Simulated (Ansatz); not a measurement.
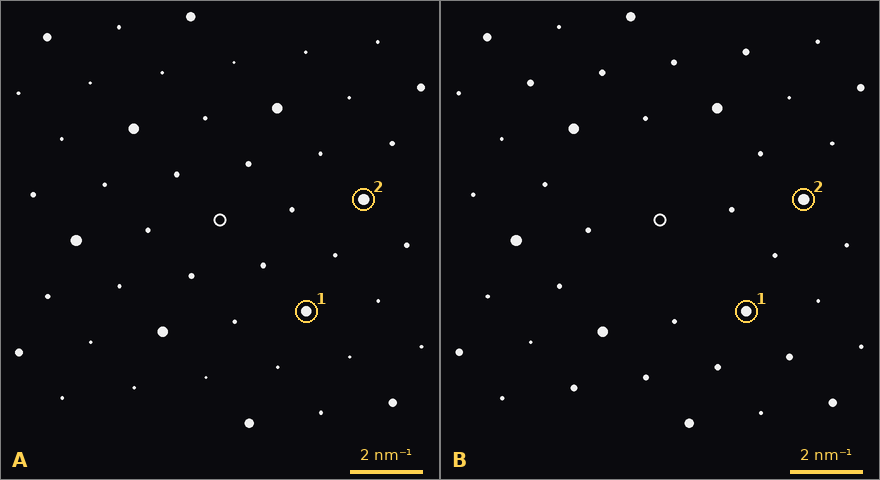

Kinematic electron diffraction patterns (120 kV, B = 0.5 Å², same scale) along [100] of the run's own cell, for the start and the end of one relaxation of Rb2Cd6Pd with DFT, PAW plane waves, pbe in Ansatz 0.2.0. k mesh 6×6×6. The start is a generated model structure, and the relaxation ends in the nearest stationary point of its symmetry, not necessarily the ground state. Spot 1 is 0 -2 0 and spot 2 is 0 -2 -2 in both.

Start structure:

```
CELL_PARAMETERS angstrom
0.00000 4.94003 4.94003
4.94003 0.00000 4.94003
4.94003 4.94003 0.00000
ATOMIC_POSITIONS crystal
Cd 0.76200 0.23800 0.23800
Cd 0.23800 0.76200 0.23800
Cd 0.23800 0.76200 0.76200
Cd 0.76200 0.23800 0.76200
Cd 0.23800 0.23800 0.76200
Cd 0.76200 0.76200 0.23800
Pd 0.00000 0.00000 0.00000
Rb 0.25000 0.25000 0.25000
Rb 0.75000 0.75000 0.75000
```

Q: Which pattern belongs to the start structure, and which to the relaxed one?

A: A is the start: its cell gives d(1) = 2.852 Å, d(2) = 2.470 Å and an angle of 54.7°. The spot positions hardly differ, so the intensities decide: those computed from the start structure match A, and B is the relaxed structure.

Q: Name reflections whose intensity changes strongly on relaxation.

A: 0 0 1 fades out of sight.

Q: Summarise the relaxation behind the change.

A: The cell was held fixed; with the mean shift removed, the atoms moved by up to 0.36 Å relative to the cell (Cd most); the space group stayed Fm-3m (No. 225); the free energy fell by 410 meV an atom.
